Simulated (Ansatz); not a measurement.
# BH3O (charge -1): ladder of basis sets, by script

How does the energy of BH3O (charge -1) converge with the basis? The task is a ladder of basis sets, for BH3O (charge -1). SMILES: [BH2-]O.

Computed with the Python package of Ansatz 0.2.0. The levels of theory stand in the script.

## 1. The structure

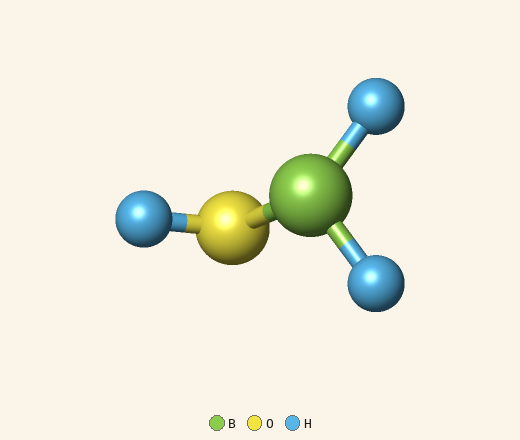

The structure that the script starts from, seen from a chosen angle (boron green, oxygen yellow, hydrogen blue).

bh3o.xyz, read by the script:

```xyz
5

B    -0.38360    0.19540    0.21180
O     0.84900   -0.35240   -0.37140
H    -1.06360   -0.69650    0.61320
H    -0.97960    0.80530   -0.61980
H     1.57780    0.04820    0.16620
```

## 2. The code

Input file run_basis.py:

```python
import ansatz as az


def main() -> None:
    geometry = az.Crystal.molecule_from_extxyz('bh3o.xyz')

    base = (
        geometry.calculation()
        .correlation('ccsd_t')
        .charge(-1)
        .spin('collinear', total=1)
    )

    energies = {}
    for basis in ['cc-pVDZ', 'cc-pVTZ']:
        data = base.basis(gaussian=basis).run(threads=1).report
        size = data['n_frozen'] + data['n_occupied'][0] + data['n_virtual'][0]
        energies[basis] = (data['reference_energy_ev'] / 27.211386246, data['free_energy_ev'] / 27.211386246)
        print(f'{basis:14s} {size:4d} orbitals  reference {energies[basis][0]:14.6f} Ha  total {energies[basis][1]:14.6f} Ha')

    small, large = (energies[b][1] - energies[b][0] for b in ('cc-pVDZ', 'cc-pVTZ'))
    limit = (3 ** 3 * large - 2 ** 3 * small) / (3 ** 3 - 2 ** 3)
    print(f'correlation energy: {small:.6f} and {large:.6f} Ha, extrapolated {limit:.6f} Ha')
    print(f'share caught by the larger set: {100 * large / limit:.1f} %')


if __name__ == '__main__':
    main()
```

## 3. What the engine is handed

The engine receives this input (first run):

```yaml
crystal:
  periodic: [false, false, false]
  atoms:
    - { symbol: B, position_ang: [-0.3836, 0.1954, 0.2118] }
    - { symbol: O, position_ang: [0.849, -0.3524, -0.3714] }
    - { symbol: H, position_ang: [-1.0636, -0.6965, 0.6132] }
    - { symbol: H, position_ang: [-0.9796, 0.8053, -0.6198] }
    - { symbol: H, position_ang: [1.5778, 0.0482, 0.1662] }
basis:
  gaussian:
    orbitals: cc-pVDZ
magnetization:
  spin_polarized: true
  initial_magnetization: 1.0
total_charge: -1.0
correlation:
  method: ccsd_t
```

## 4. The run

Started as:

```console
python run_basis.py
```

**Question.** How far does the total energy move along this ladder of basis sets?

The runs gave:

| quantity | value |
| --- | --- |
| extrapolated correlation energy | -0.434798 Ha |
| runs compared | 2 |
| correlation energy, last run | -10.900 eV |

Against cc-pVDZ: cc-pVTZ -125.6 mHa. The last step alone is -125.57 mHa. From the first set to the last the time grows from 0.9 to 15.1 s. The drop along the ladder measures the basis error, and is no property of the molecule. The geometry is a force-field or estimated start, not a minimum of this method, and the last set is no limit. Much of the fall in a total is atomic energy, which cancels in bond and reaction energies. The species is open-shell (spin multiplicity 2). Inner cores stay frozen, so this is valence correlation. An extrapolation from small basis sets is rough. Anions want diffuse functions, which this basis lacks.
